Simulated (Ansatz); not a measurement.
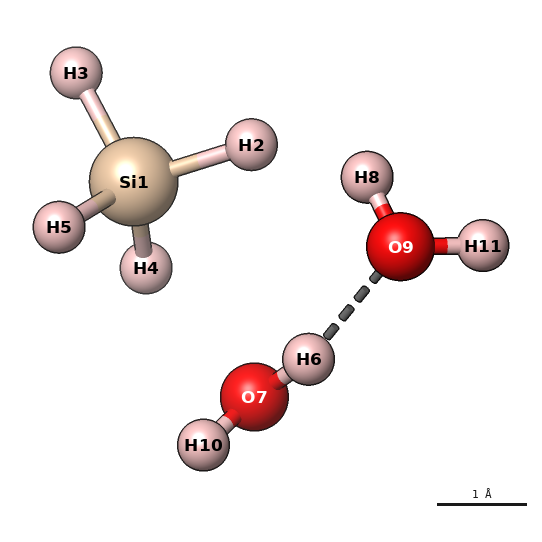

Broken lines mark hydrogen bonds. The geometry was computed by an optimisation with PBE0-D4/def2-TZVP.

Give donor, acceptor, H···A distance and D–H···A angle of each hydrogen bond.

```csv
D–H···A,D–H (Å),H···A (Å),angle (°),kind
O7–H6···O9,0.97,1.88,163,intermolecular
```
